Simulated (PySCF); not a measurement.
# SiH3O (SMILES O[SiH2]) at 4 levels

We compute a comparison of 4 runs (U-r2SCAN/STO-3G, UB3LYP/STO-3G, UPBE/STO-3G, USVWN5/STO-3G) of SiH3O. The job is set up through a Python script.

Program for the calculation: PySCF 2.14.0.

10 further runs of the same task are left out: 10 set aside as unsound or not needed.

## Step 1: The system as given

The species is SiH3O (5 atoms), meant as a doublet with charge 0. As SMILES, `O[SiH2]`. The Si2–H5 distance was set to 1.738 Å, away from the relaxed value.

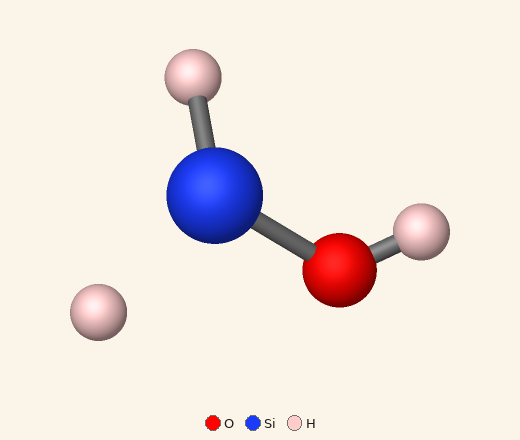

Viewed from a chosen angle; oxygen red, silicon blue, hydrogen pink.

## Step 2: A single-point energy at U-r2SCAN/STO-3G (run 1)

Contents of job.py:

```python
from pyscf import gto, dft

mol = gto.M(
    atom='''
O    0.565717  -0.708549   0.707394
Si   0.010337   0.067161  -0.625006
H    0.734097  -1.645449   0.723734
H   -1.236413  -0.528369  -1.091826
H   -0.040110   1.716040  -0.078560
''',
    spin=1,
    charge=0,
    basis='sto-3g',
    max_memory=1860,
    verbose=3,
)

myscf = dft.UKS(mol)
myscf.xc = 'r2scan'
myscf.conv_tol = 1e-10
myscf.grids.level = 5
myscf.kernel()
if not myscf.converged:
    myscf = myscf.newton().run(myscf.mo_coeff, myscf.mo_occ)

e_tot = myscf.e_tot
print(f'total energy: {e_tot:.8f} hartree')
```

On the command line:

```
OMP_NUM_THREADS=1 python job.py
```

Log:

```text
converged SCF energy = -361.952344297919  <S^2> = 0.75068132  2S+1 = 2.0006812
total energy: -361.95234430 hartree
```

It took 5.4 s on 1 thread of Arm Neoverse V2, shared host; peak memory 0.21 GiB.

## Step 3: A single-point energy at UB3LYP/STO-3G (run 2)

Contents of input.py:

```python
from pyscf import gto, dft

mol = gto.M(
    atom=[
    ('O', (0.565717, -0.708549, 0.707394)),
    ('Si', (0.010337, 0.067161, -0.625006)),
    ('H', (0.734097, -1.645449, 0.723734)),
    ('H', (-1.236413, -0.528369, -1.091826)),
    ('H', (-0.040110, 1.716040, -0.078560)),
],
    verbose=3,
    basis='sto-3g',
    max_memory=1860,
    spin=1,
)

ks = dft.UKS(mol)
ks.xc = 'b3lyp'
ks.conv_tol = 1e-10
ks.grids.level = 5
ks.kernel()
if not ks.converged:
    ks = ks.newton().run(ks.mo_coeff, ks.mo_occ)

etot = ks.e_tot
print('Final energy', etot)
```

On the command line:

```
OMP_NUM_THREADS=1 python input.py
```

Log:

```text
converged SCF energy = -362.003416921776  <S^2> = 0.7508721  2S+1 = 2.0008719
Final energy -362.00341692177574
```

Run time: 3.9 s. Hardware: 1 thread of Arm Neoverse V2, shared host; peak memory 0.2 GiB.

Run 3 isn't shown in full; the table further down has it.

## Step 4: A single-point energy at USVWN5/STO-3G (run 4)

Contents of run.py:

```python
from pyscf import gto, dft

mol = gto.Mole()
mol.atom = '''
O      0.565717    -0.708549     0.707394
Si     0.010337     0.067161    -0.625006
H      0.734097    -1.645449     0.723734
H     -1.236413    -0.528369    -1.091826
H     -0.040110     1.716040    -0.078560
'''
mol.basis = 'sto-3g'
mol.max_memory = 1860
mol.charge = 0
mol.verbose = 3
mol.spin = 1
mol.build()

myscf = dft.UKS(mol)
myscf.xc = 'svwn'
myscf.conv_tol = 1e-10
myscf.grids.level = 5
myscf.kernel()
if not myscf.converged:
    myscf = myscf.newton().run(myscf.mo_coeff, myscf.mo_occ)

energy = myscf.e_tot
print('E = %.10f Eh' % energy)
```

On the command line:

```
OMP_NUM_THREADS=1 python run.py
```

Log:

```text
converged SCF energy = -360.232312356342  <S^2> = 0.75017906  2S+1 = 2.0001791
E = -360.2323123563 Eh
```

Run time: 2.1 s. Hardware: 1 thread of Arm Neoverse V2, shared host; peak memory 0.14 GiB.

## Step 5: All runs side by side

```
run            level  energy (Eh)  dipole moment (D)  HOMO energy (eV)  LUMO energy (eV)  wall time
  1  U-r2SCAN/STO-3G  -361.952344               1.71             -0.92              1.20      5.4 s
  2    UB3LYP/STO-3G  -362.003417               1.68             -1.76              1.56      3.9 s
  3      UPBE/STO-3G  -361.754276               1.70             -0.51              0.95      3.6 s
  4    USVWN5/STO-3G  -360.232312               1.68             -0.25              0.91      2.1 s
```

## Step 6: Results

```
                                 quantity          value
                      run 4: total energy  -360.23231 Eh
                     run 4: dipole moment         1.68 D
run 4: HOMO energy (highest over α and β)       -0.25 eV
 run 4: LUMO energy (lowest over α and β)        0.91 eV
                              run 4: ⟨S²⟩          0.750
```

In words: The dipole moment (its size) runs from 1.68 D (USVWN5/STO-3G) to 1.71 D (U-r2SCAN/STO-3G). Totals of different functionals can't be ranked against each other. In runs 1, 2, 3, 4 the basis is minimal, so the values are rough. All runs together took 15 s, the longest 5.4 s.
